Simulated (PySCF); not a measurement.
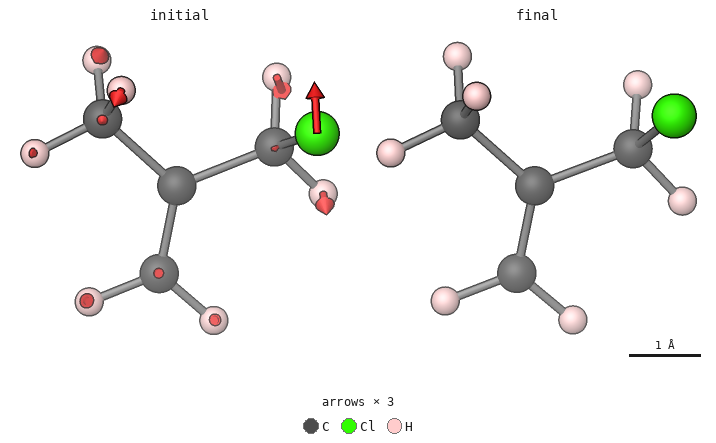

The structure of C4H7Cl before (left) and after (right) a relaxation, at one scale. The red arrows give the displacements, 3 times their true length.

Style: ball-and-stick. Shown at a tilt.

The start comes from GFN2-xTB.

Method: PBE0-D3(BJ)/def2-SVP geometry optimisation, gas phase (PySCF 2.14.0, density-fitted response routines). 

Question: What changed between the two?

Answer: Over 6 geometry steps the energy falls by 0.046 eV. The largest force component goes from 0.76 to 0.018 eV/Å. The forces were under the threshold at step 2, but the run went on from there. The largest move after the best rigid fit is that of the Cl atom, 0.25 Å. Largest moves by element: Cl 0.25 Å, H 0.20 Å, C 0.05 Å. Among the contacts that change: C–H 1.077 → 1.094 Å, C–C 1.324 → 1.338 Å, C–H 1.090 → 1.103 Å. Among the angles between lasting bonds that change: C–C–Cl 109.8° → 112.1°. The run took of the order of 21 core-seconds on a shared host.
